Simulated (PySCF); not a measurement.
System: C3H6BF5Si (SMILES FB(F)CC[SiH2]C(F)(F)F).

The calculation's input:

```
{"job": {"kind": "nmr", "xc": "PBE0", "basis": "pcSseg-1"}, "charge": 0, "multiplicity": 1}
F     -3.036895    -0.371502     1.476370
B     -2.972207    -0.147691     0.182494
F     -4.144762    -0.117824    -0.416068
C     -1.616602     0.069350    -0.602629
C     -0.353716    -0.093499     0.256915
Si     1.242244     0.171158    -0.730271
C      2.691928     0.002025     0.559714
F      2.651590     0.953384     1.515076
F      2.683631    -1.179547     1.209905
F      3.906482     0.102140    -0.015710
H     -1.624512     1.065984    -1.051592
H     -1.580157    -0.621482    -1.448253
H     -0.356042    -1.089616     0.706635
H     -0.403573     0.610472     1.091314
H      1.511880    -0.865187    -1.726702
H      1.393112     1.520781    -1.273839
```

Launched as:

```sh
OMP_NUM_THREADS=1 python probes_run.py task.json out
```

Geometry: GFN2-xTB.

These are results of PySCF, PBE0/pcSseg-1, SCF density, gas phase, non-relativistic, not measurements.

Q: What can the converged electron density and electron localisation function tell about the bonding?

A: B–F (1.31 Å): ρ at the midpoint is about 2.3 e/Å³; the ELF peaks at about 0.85 between the atoms, as expected for a shared but strongly polarised pair.
C–F (1.35 Å): ρ at the midpoint is about 2.3 e/Å³, with its minimum of 1.9 e/Å³ about 0.5 Å from C; the ELF peaks at about 0.85 between the atoms; a polar covalent bond.
C–C (1.54 Å): the density is about 1.6 e/Å³ at the midpoint; the ELF peaks at about 0.95 between the atoms, as expected for a covalent bond.
C–B (1.58 Å): ρ at the midpoint is about 1.4 e/Å³; the ELF peaks at about 1 between the atoms (a shared electron pair).

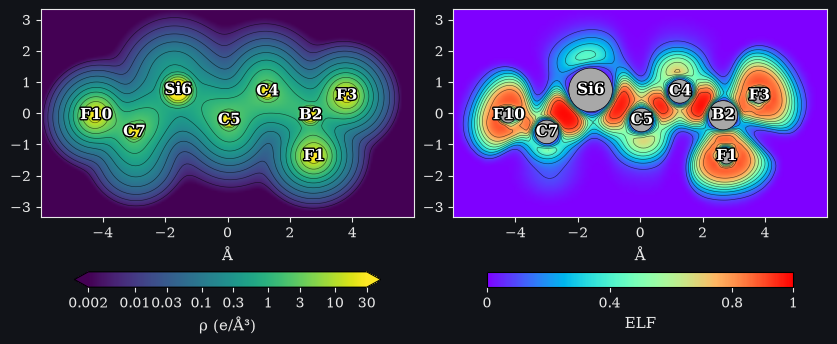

Computed electron density and electron localisation function on the plane of atoms C4, C5 and Si6, in this order. Grey discs cover the atomic cores in the ELF map. 
